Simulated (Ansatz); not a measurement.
# SbH2(SiH3) (SiSbH5): reading failed and doubtful runs

3 inputs were typed for SbH2(SiH3) (SiSbH5). Each is run as it stands; the log then has to tell whether the result can be used.

Method: the settings change from run to run; program: Ansatz 0.2.0, Gaussian basis.

1 further run of the same task is left out (set aside as unsound or not needed).

## Step 1: The molecule

An earlier r2SCAN-D4 in a triple-zeta def2 set relaxation fixed the geometry. Sb takes a core potential in def2 sets; no spin-orbit term is included.

7 atoms, charge 0, spin multiplicity 1.

Atoms are counted from 1 here; the program's logs count them from 0.

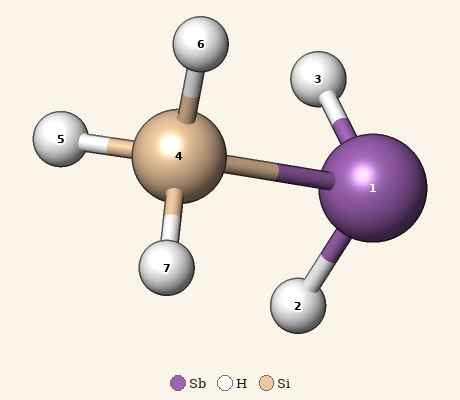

The geometry (antimony purple, hydrogen white, silicon light orange); atoms are numbered from 1 in the order of the file.

As a file:

```csv
atom,x (Å),y (Å),z (Å)
Sb1,0.6149,1.1158,1.1485
H2,2.0105,1.0410,0.1633
H3,-0.0919,2.2755,0.1103
Si4,-0.4687,-0.8106,-0.1798
H5,-0.4758,-0.5835,-1.6464
H6,-1.8679,-0.9785,0.2893
H7,0.2790,-2.0597,0.1147
```

## Step 2: Attempt 1

The input, in.yaml:

```yaml
crystal:
  periodic: [false, false, false]
  atoms:
    - {symbol: Sb, position_ang: [0.614860, 1.115806, 1.148491]}
    - {symbol: H, position_ang: [2.010473, 1.040981, 0.163338]}
    - {symbol: H, position_ang: [-0.091921, 2.275486, 0.110299]}
    - {symbol: Si, position_ang: [-0.468665, -0.810607, -0.179804]}
    - {symbol: H, position_ang: [-0.475817, -0.583478, -1.646388]}
    - {symbol: H, position_ang: [-1.867913, -0.978492, 0.289347]}
    - {symbol: H, position_ang: [0.278982, -2.059685, 0.114717]}
basis:
  gaussian: {orbitals: def2-TZVP, fitting: {mean_field: cc-pVTZ-jkfit}}
total_charge: -1
magnetization: {spin_polarized: true, initial_magnetization: 1}
hamiltonian: {xc: {name: BHLYP}}
scf: {lower_state_search: off}
output: {forces: true}
```

The run is started by

```console
ansatz run in.yaml --threads 4 --pin off --events-out ev --progress --plain --max-ram 3916MiB
```

The program printed:

```text
Functional definition: BHLYP
  name "BHLYP"
  cite "Becke, J. Chem. Phys. 98, 1372 (1993) doi:10.1063/1.464304"
  cite "Becke, Phys. Rev. A 38, 3098 (1988) doi:10.1103/PhysRevA.38.3098"
  cite "Lee, Yang & Parr, Phys. Rev. B 37, 785 (1988) doi:10.1103/PhysRevB.37.785"
  parameter a = 0.5
  exchange = (1 - a)*b88_x + a*exact_x
  correlation = lyp_c
these checks for a lower state are left out or cut short: stability, starts, cluster_reference, orbital_swaps, neighbouring_geometries, increment
Error: <dir> the basis set cc-pVTZ-JKFIT has no functions for Sb
```

Wall time 0.1 s (4 threads of Intel Xeon at 2.70GHz, shared host).

**Diagnosis.** Refused before any calculation. The fitting set named has no entry for an element of this molecule. Cure: leave the fitting key out, or name a set that covers all elements and suits the basis. The input also asks for charge -1 and multiplicity 2, not those of the species named; set them back first.

## Step 3: Attempt 2

The input, in.yaml:

```yaml
crystal:
  periodic: [false, false, false]
  atoms:
    - {symbol: Sb, position_ang: [0.430402, 0.669483, 0.803944]}
    - {symbol: H, position_ang: [1.407331, 0.624589, 0.114337]}
    - {symbol: H, position_ang: [-0.064344, 1.365292, 0.066179]}
    - {symbol: Si, position_ang: [-0.281199, -0.486364, -0.107882]}
    - {symbol: H, position_ang: [-0.285490, -0.350087, -0.987833]}
    - {symbol: H, position_ang: [-1.307539, -0.587095, 0.173608]}
    - {symbol: H, position_ang: [0.195288, -1.441780, 0.068830]}
basis:
  gaussian: {orbitals: def2-SVPD, final_grid: {core_spheres: 5, valence_spheres: 4, degree: 11}}
magnetization: {spin_polarized: true, initial_magnetization: 2}
hamiltonian: {xc: {name: PBEsol}, dispersion: d3bjatm}
scf: {omitted_lower_state_checks: [starts]}
```

Same command.

The program printed:

```text
Functional definition: PBEsol
  name "PBEsol"
  cite "Perdew et al., Phys. Rev. Lett. 100, 136406 (2008) doi:10.1103/PhysRevLett.100.136406"
  cite "Perdew, Burke & Ernzerhof, Phys. Rev. Lett. 77, 3865 (1996) doi:10.1103/PhysRevLett.77.3865"
  parent pbesol
  exchange = pbesol_x
  correlation = pbesol_c
these checks for a lower state are left out or cut short: starts
912 factors; their error is unknown
mean field evaluation 1: about -14411.1182 eV, gradient 3.6e1 eV
mean field evaluation 2: about -14385.8262 eV, gradient 6.7e1 eV
mean field evaluation 4: about -14419.8352 eV, gradient 6.3e0 eV
mean field evaluation 8: about -14420.1245 eV, gradient 2.1e-1 eV
mean field evaluation 16: about -14420.1135 eV, gradient 1.4e-2 eV
mean field evaluation 32: about -14420.1135 eV, gradient 8.1e-6 eV
mean field -14420.11354937 eV, -529.9293986352 hartree, gradient 3.3e-6 eV, S^2 2.002828; 0 other end points of the search recorded, 0 dependent functions left out
reference -14420.11361395 eV, -529.9294010086 hartree; 22, 20 occupied and 74, 76 virtual orbitals, 912 factors
Total energy: -14420.17711614 eV, -529.9317346712 hartree
Checks for a lower state left out: starts
```

Run time: 1.3 s. Hardware: 4 threads of Intel Xeon at 2.70GHz, shared host.

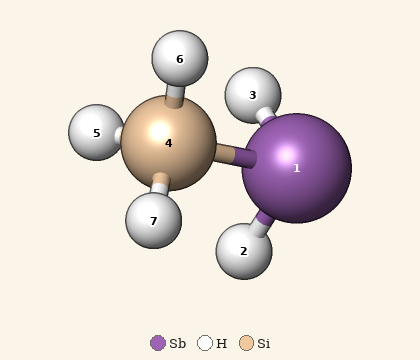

The geometry of this input.

What is wrong: It ended without an error, which proves nothing about the input. The geometry is squeezed well below its size. The shortest distance is 0.89 Å (Si4–H5), against 1.48 Å in the relaxed molecule. It also asks for charge 0 and multiplicity 3, another species or state than the molecule above. Its energy is no property of the relaxed molecule. To mend it, use the relaxed coordinates, and set charge and spin to those of the species named.

## Step 4: Attempt 3

The input, in.yaml:

```yaml
crystal:
  periodic: [false, false, false]
  atoms:
    - {symbol: Sb, position_ang: [0.481988, 1.112157, 1.215869]}
    - {symbol: H, position_ang: [2.069851, 0.906514, 0.339108]}
    - {symbol: H, position_ang: [-0.240936, 2.347462, 0.137979]}
    - {symbol: Si, position_ang: [-0.628039, -0.942602, -0.180343]}
    - {symbol: H, position_ang: [-0.512651, -0.837886, -1.538004]}
    - {symbol: H, position_ang: [-1.973809, -0.931018, 0.243153]}
    - {symbol: H, position_ang: [0.480122, -2.134941, 0.164584]}
basis:
  gaussian: {orbitals: def2-SVP}
hamiltonian: {xc: {name: HF}}
correlation: {method: mp2, frozen_orbitals: {Sb: 9}}
output: {forces: true}
```

Same command.

The program printed:

```text
Functional definition: HF
  name "HF"
  cite "Fock, Z. Phys. 61, 126 (1930) doi:10.1007/BF01340294"
  parent pbe
  exchange = exact_x
  correlation = 0
Error: "frozen_orbitals" has no count for H
```

Wall time 0.1 s (4 threads of Intel Xeon at 2.70GHz, shared host).

Diagnosis: Refused before any calculation. Frozen orbitals are typed for one element alone, and the program wants a count for each. Its coordinates are also moved off the relaxed structure. To mend it, leave frozen_orbitals out, or give every element a count that its core really has.

## Step 5: How the tries ended

```csv
attempt,level,ended,cause,time
1,BHLYP/def2-TZVP,refused,the fitting set named has no entry for an element of this molecule,0.1 s
2,PBEsol/def2-SVPD,converged,the geometry is squeezed well below its size,1.3 s
3,MP2/def2-SVP,refused,"frozen orbitals are typed for one element alone, and the program wants a count for each",0.1 s
```

**Reading.** 2 refused, 1 converged. A refusal costs next to no computing time. The dangerous case is the input that converges on a wrong geometry, charge, spin, basis or grid: often only a look at the input shows it.
